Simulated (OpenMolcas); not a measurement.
# CCSD(T)/ANO-S-VDZ run of C3H7N (cyclopropylamine)

Aim: the energy change on altering one bond length of C3H7N (cyclopropylamine) at CCSD(T)/ANO-S-VDZ, from 2 runs. 

The calculation is run with OpenMolcas 26.06.

### 1 The system as given

C3H7N has 11 atoms, charge 0, and is taken as a singlet. As SMILES, `NC1CC1`. The coordinates come from a GFN2-xTB relaxation. This is one conformer, not always the lowest.

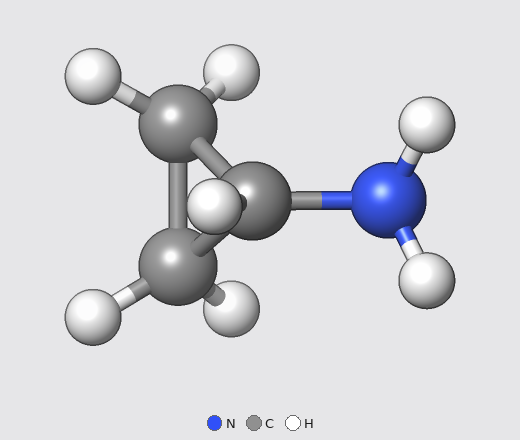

The structure, seen from a chosen angle (nitrogen blue, carbon grey, hydrogen white).

### 2 The energy at CCSD(T)/ANO-S-VDZ

job.inp reads:

```
* C3H7N CCSD(T)
>>> EXPORT MOLCAS_PRINT=2
&GATEWAY
COORD
11
bohr
N     -2.15789716     1.75634925    -0.83212200
C      0.31061428     0.92793112    -0.07069465
C      0.43512834    -1.20776176     1.78520537
C      1.12400910    -1.64610263    -0.92700515
H     -2.10402107     2.56037103    -2.57184167
H     -2.85838084     3.04589836     0.40179357
H      1.78378808     2.36965987     0.07122378
H      1.91595552    -1.19825644     3.18730657
H     -1.33864419    -1.96856550     2.43719868
H      3.08306928    -1.94214713    -1.40971679
H     -0.19364024    -2.69733838    -2.07134770
BASIS
ANO-S-VDZ
GROUP
NoSym
&SEWARD
&SCF
PRORBITALS
0
&RASSCF
FILEORB
$Project.ScfOrb
SPIN
1
NACTEL
0 0 0
INACTIVE
16
RAS2
0
OUTORBITALS
Canonical
ORBLISTING
Nothing
&MOTRA
JOBIPH
FROZEN
4
&CCSDT
CCT
TRIPLES
2
ITERATIONS
50
EXTRAPOLATION
5 4
```

The run is started by

```sh
export MOLCAS_MEM=1860
pymolcas job.inp > job.log
```

Standard output:

```text
--- Start Module: gateway ---
[...]
--- Stop Module: gateway /rc=_RC_ALL_IS_WELL_ ---
[...]
      Basis functions           50
[...]
       Convergence after  11 Iterations
[...]
::    Total SCF energy                               -172.0105621574
[...]
      Total spin, S                                     0.0000000000
[...]
      Number of active orbitals                  0
[...]
      Spin quantum number                      0.0
[...]
      Active orbitals                            0
[...]
      Number of CSFs                             1
[...]
      Number of root(s) required                 1
[...]
      Convergence after  4 iterations
[...]
      Natural orbitals and occupation numbers for root  1
      ************************************************************************************************************************
      *                                                    Final results                                                     *
      ************************************************************************************************************************
[...]
::    RASSCF root number  1 Total energy:   -172.01056216
[...]
      Total electronic charge=   32.000000
      Total            charge=   -0.000000
[...]
      Dipole Moment (debye):
      Origin of the operator (angstrom)=   -0.0695    0.0153   -0.0200
                   X=  9.9891E-01               Y=  1.4260E+00               Z=  2.0518E-02           Total=  1.7412E+00
      Quadrupole Moment (debye*angstrom):
[...]
--- Start Module: motra ---
[...]
      *** WARNING: Default frozen orbitals is overwritten by user input.
      *** Default values:   4
[...]
--- Stop Module: motra /rc=_RC_ALL_IS_WELL_ ---
--- Start Module: ccsdt ---
[...]
      Convergence after                    12  Iterations
      Total energy (diff) :    -172.39612891      -0.00000007
[...]
 METHOD                       : CCSD+T(CCSD)+<T3(1)WT1> = CCSD(T)
[...]
       CCSD     =      -172.3961289106432
[...]
--- Stop Module: ccsdt /rc=_RC_ALL_IS_WELL_ ---
[...]
```

Run time: 9.3 s. Hardware: 1 thread of Arm Neoverse V1, shared host; peak memory 0.38 GiB.

### 3 The distorted shape

job.input reads:

```
&gateway
 coord
 11
 bohr
 N     -2.89443492     1.03553401    -0.90307555
 C     -0.42592348     0.20711587    -0.14164820
 C     -0.30140943    -1.92857700     1.71425183
 C      0.38747133    -2.36691788    -0.99795870
 H     -2.84055883     1.83955579    -2.64279521
 H     -3.59491860     2.32508312     0.33084002
 H      1.78378808     2.36965987     0.07122378
 H      1.17941776    -1.91907168     3.11635302
 H     -2.07518196    -2.68938074     2.36624513
 H      2.34653151    -2.66296237    -1.48067034
 H     -0.93017800    -3.41815362    -2.14230125
 basis
 ANO-S-VDZ
 group
 NoSym

&seward

&scf
 prorbitals
 0

&rasscf
 fileorb
 $Project.ScfOrb
 spin
 1
 nactel
 0 0 0
 inactive
 16
 ras2
 0
 outorbitals
 Canonical
 orblisting
 Nothing

&motra
 jobiph
 frozen
 4

&ccsdt
 cct
 triples
 2
 iterations
 50
 extrapolation
 5 4
```

The run is started by

```sh
export MOLCAS_MEM=1860
pymolcas job.input > job.log
```

Standard output:

```text
--- Start Module: gateway ---
[...]
--- Stop Module: gateway /rc=_RC_ALL_IS_WELL_ ---
[...]
      Basis functions           50
[...]
       Convergence after  11 Iterations
[...]
::    Total SCF energy                               -171.9271192647
[...]
      Total spin, S                                     0.0000000000
[...]
      Number of active orbitals                  0
[...]
      Spin quantum number                      0.0
[...]
      Active orbitals                            0
[...]
      Number of CSFs                             1
[...]
      Number of root(s) required                 1
[...]
      Convergence after  4 iterations
[...]
      Natural orbitals and occupation numbers for root  1
      ************************************************************************************************************************
      *                                                    Final results                                                     *
      ************************************************************************************************************************
[...]
::    RASSCF root number  1 Total energy:   -171.92711926
[...]
      Total electronic charge=   32.000000
      Total            charge=   -0.000000
[...]
      Dipole Moment (debye):
      Origin of the operator (angstrom)=   -0.4523   -0.3594   -0.0569
                   X=  7.5046E-02               Y=  5.9653E-01               Z= -8.0280E-02           Total=  6.0656E-01
      Quadrupole Moment (debye*angstrom):
[...]
--- Start Module: motra ---
[...]
      *** WARNING: Default frozen orbitals is overwritten by user input.
      *** Default values:   4
[...]
--- Stop Module: motra /rc=_RC_ALL_IS_WELL_ ---
--- Start Module: ccsdt ---
[...]
      Convergence after                    14  Iterations
      Total energy (diff) :    -172.33279370      -0.00000004
[...]
 METHOD                       : CCSD+T(CCSD)+<T3(1)WT1> = CCSD(T)
[...]
       CCSD     =      -172.3327936951224
[...]
--- Stop Module: ccsdt /rc=_RC_ALL_IS_WELL_ ---
[...]
```

It took 9.6 s on 1 thread of Arm Neoverse V1, shared host; peak memory 0.38 GiB.

### 4 Results

At CCSD(T)/ANO-S-VDZ, 4 core orbitals frozen:

| quantity | value |
| --- | --- |
| first shape: total energy | -172.40439 Eh |
| first shape: dipole moment (mean-field density) | 1.74 D |
| first shape: HOMO energy (Hartree–Fock orbitals) | -10.52 eV |
| first shape: LUMO energy (Hartree–Fock orbitals) | 3.42 eV |
| first shape: HOMO–LUMO gap (Hartree–Fock orbitals) | 13.94 eV |
| first shape: correlation energy (4 core orbitals frozen) | -393.8 mEh |
| first shape: (T) correction | -8.27 mEh |
| distorted shape: total energy | -172.34320 Eh |
| distorted shape: dipole moment (mean-field density) | 0.61 D |
| distorted shape: HOMO energy (Hartree–Fock orbitals) | -9.88 eV |
| distorted shape: LUMO energy (Hartree–Fock orbitals) | 3.14 eV |
| distorted shape: HOMO–LUMO gap (Hartree–Fock orbitals) | 13.02 eV |
| distorted shape: correlation energy (4 core orbitals frozen) | -416.1 mEh |
| distorted shape: (T) correction | -10.41 mEh |
| energy change with the C2–H7 bond stretched from 1.093 to 1.640 Å | 1.665 eV |

What this shows: With the C2–H7 bond stretched from 1.093 to 1.640 Å the energy rises by 1.67 eV (38 kcal/mol). The first shape isn't relaxed at this level, so the change isn't measured from a minimum. The triples (first shape) make up 2.1 % of the correlation energy. Mulliken charges (distorted shape) of the mean-field density run from -0.58 on N1 to +0.27 on H6; they depend strongly on the basis. The triples (distorted shape) make up 2.5 % of the correlation energy.
